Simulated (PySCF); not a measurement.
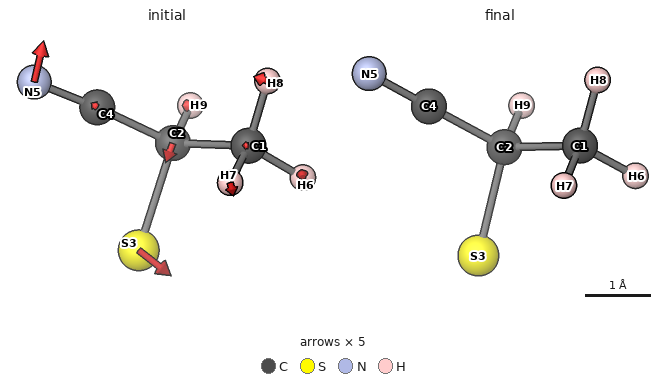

The structure of C3H4NS (charge −1) before (left) and after (right) a relaxation, at one scale. The red arrows give the displacements, magnified 5 times.

Style: ball-and-stick. Shown from a free direction.

The start comes from GFN2-xTB.

Theory: PySCF 2.14.0, density-fitted response routines, PBE0-D3(BJ)/def2-SVP geometry optimisation, gas phase. 

Q: What changed between the two?

A: After 6 geometry steps the energy has fallen by 2.34 kcal/mol. Largest force component: 1.1 eV/Å at the start, 0.023 eV/Å at the end. The largest moves after the best rigid fit, 0.14 Å, are those of S3 and N5. By element the largest moves are N 0.14 Å, S 0.14 Å, C 0.07 Å, H 0.05 Å. Among the contacts that change: C2–C4 1.430 → 1.466 Å, C1–H8 1.094 → 1.108 Å, C1–H6 1.089 → 1.100 Å, C4–N5 1.153 → 1.163 Å. Bond angles that change, for instance: S3–C2–C4 103.6° → 110.4°, C4–C2–H9 109.4° → 105.1°, C2–C4–N5 176.7° → 179.7°.

Limits of the set-up: the basis has no diffuse functions, which an anion needs.
